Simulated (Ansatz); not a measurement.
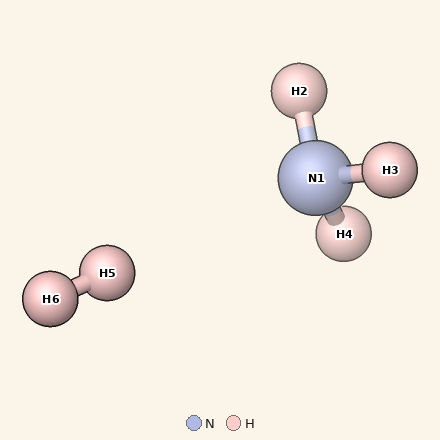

The system is the pair H₃N···H₂; the picture shows the reference structure. The turn is about an axis along (0.83, 0.50, −0.25) in the frame of the relaxed pair, normal to the line between the partners. Coordinates scanned: (1) distance N1···H5; (2) turn of H5, H6 about its own atom H5. The scan uses a 15 × 15 grid. Points are written as (first, second). All energies are given in kcal/mol relative to the two partners far apart, frozen as in the relaxed pair, each in its own basis (no counterpoise correction). These are results of RKS B3LYP-D4/def2-TZVPD (Ansatz 0.2.0), not measurements.

Its coordinates:

```xyz
6

N    -0.1423   -0.1716   -0.8205
H     0.4796   -0.8947   -1.1657
H    -1.0915   -0.4941   -0.9744
H    -0.0050    0.6460   -1.4049
H     0.3172    0.3817    1.8225
H     0.4421    0.5328    2.5431
```

Range: distance N1···H5 from 2.301 to 4.901 Å; turn of H5, H6 about its own atom H5 from −180 to 156°.

### What landscape does the calculation give?

The lowest grid point is at (3.489 Å, −180°), −0.8 kcal/mol from the two partners far apart, frozen as in the relaxed pair, each in its own basis (no counterpoise correction); the map holds 2 wells of about this depth. The highest grid point, (2.301 Å, −180°), lies 16.8 kcal/mol above the lowest. On the interpolated surface the easiest way out of the lowest well to a well of about the same depth near (2.751 Å, 12°) passes a barrier of about 0.82 kcal/mol. Round the minimum the two coordinates are nearly uncoupled. At the highest point the unbonded atoms N1···H6 come to 1.55 Å, against 2.74 Å at the lowest; the sum of their van der Waals radii is about 2.9 Å.

```tsv
second ↓, first →	2.301	2.365	2.471	2.602	2.751	2.916	3.095	3.286	3.489	3.701	3.924	4.156	4.396	4.645	4.901
156	15.8	12.7	8.7	5.2	2.7	1.0	0.1	−0.4	−0.5	−0.5	−0.5	−0.4	−0.3	−0.3	−0.2
132	13.7	11.2	7.9	5.0	2.9	1.5	0.6	0.2	−0.1	−0.1	−0.2	−0.1	−0.1	−0.1	−0.1
108	9.6	7.9	5.7	3.7	2.3	1.3	0.7	0.3	0.1	0.0	0.0	0.0	0.0	0.0	0.0
84	5.5	4.5	3.2	2.0	1.2	0.6	0.3	0.1	0.0	0.0	0.0	0.0	0.0	0.0	0.0
60	2.6	2.0	1.3	0.7	0.2	0.0	−0.1	−0.2	−0.2	−0.2	−0.1	−0.1	−0.1	−0.1	−0.1
36	0.8	0.4	0.0	−0.3	−0.4	−0.5	−0.5	−0.4	−0.4	−0.3	−0.3	−0.2	−0.2	−0.1	−0.1
12	−0.1	−0.3	−0.6	−0.7	−0.8	−0.8	−0.7	−0.6	−0.5	−0.4	−0.3	−0.3	−0.2	−0.2	−0.2
−12	−0.1	−0.3	−0.6	−0.7	−0.8	−0.8	−0.7	−0.6	−0.5	−0.4	−0.3	−0.3	−0.2	−0.2	−0.2
−36	0.8	0.4	0.0	−0.3	−0.4	−0.5	−0.5	−0.4	−0.4	−0.3	−0.3	−0.2	−0.2	−0.1	−0.1
−60	2.6	2.0	1.3	0.7	0.2	0.0	−0.1	−0.2	−0.2	−0.2	−0.1	−0.1	−0.1	−0.1	−0.1
−84	5.5	4.5	3.2	2.0	1.2	0.6	0.3	0.1	0.0	0.0	0.0	0.0	0.0	0.0	0.0
−108	9.6	7.9	5.6	3.7	2.3	1.3	0.7	0.3	0.1	0.0	0.0	0.0	0.0	0.0	0.0
−132	13.7	11.2	7.9	5.0	2.9	1.5	0.6	0.2	−0.1	−0.1	−0.2	−0.1	−0.1	−0.1	−0.1
−156	15.8	12.7	8.7	5.2	2.6	1.0	0.1	−0.4	−0.5	−0.5	−0.5	−0.4	−0.3	−0.3	−0.2
−180	16.0	12.7	8.5	4.8	2.2	0.6	−0.3	−0.7	−0.8	−0.8	−0.7	−0.5	−0.4	−0.3	−0.3
```

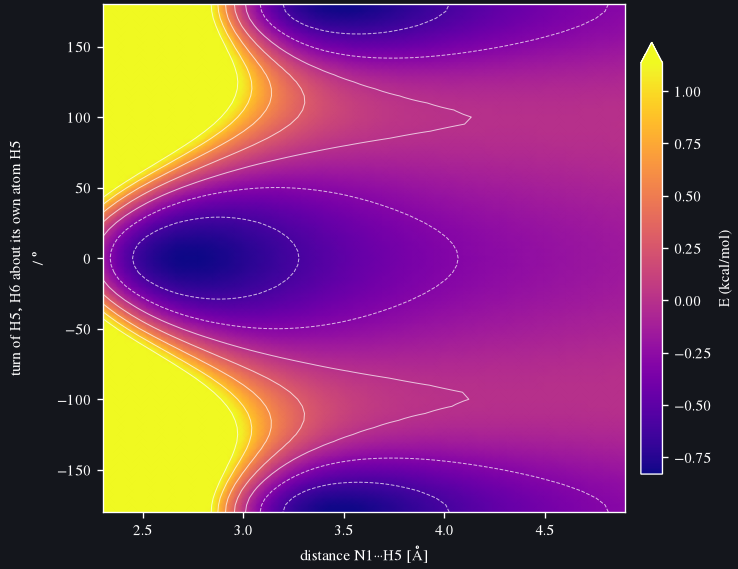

Drawn: a smooth colour map with a few white contour lines, one colour for all values above the top of the scale. Between grid points the surface is interpolated.

Time for the 225 points that were run: 4.2 min on 1 thread of Arm Neoverse V2, on a shared host.
